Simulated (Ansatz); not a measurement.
**What Sb → Tl does to InSb**

The reference is InSb in the zinc blende structure (space group F-43m, No. 216; a = 6.557 Å).

The change: Tl takes the place of Sb on all its sites; the structure is relaxed again.

Computed with r2SCAN, PAW, 500 eV (Ansatz, a quantum-chemistry and plane-wave program; without spin-orbit coupling), earlier PAW set. Settings: 12×12×12 k-points, 0.05 eV Fermi–Dirac smearing.

The volume per atom goes up by 3.054 Å³, from 35.24 Å³ to 38.30 Å³ and the lattice parameter a goes up by 0.3481 bohr to 12.740 bohr. The shortest interatomic distance increases by 0.1507 bohr to 5.516 bohr and the band gap is still zero.

Final structure:

```
TlIn
1.0
    0.00000     3.37074     3.37074
    3.37074     0.00000     3.37074
    3.37074     3.37074     0.00000
Tl In
1 1
Direct
  0.75000   0.75000   0.75000
  0.00000   0.00000   0.00000
```

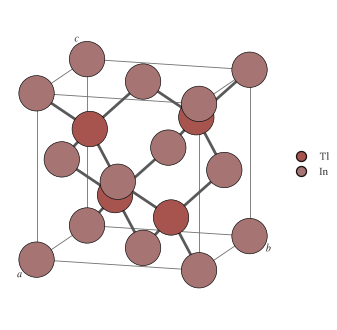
The relaxed conventional cell after the change

Cost of the whole job for the changed cell (relaxation, final SCF and bands): about 3 core-minutes (a rough figure).

With Sb present, leaving out spin-orbit coupling can change the band edges. Stability against distortions was not tested. As relaxed here, TlIn is a hypothetical phase, not in the database extracts checked. The final runs are not spin-polarised. Gaps under 0.05 eV, about the width of the smearing, are given as zero. A zero or small gap of InSb can be the functional's error rather than a property of the material.
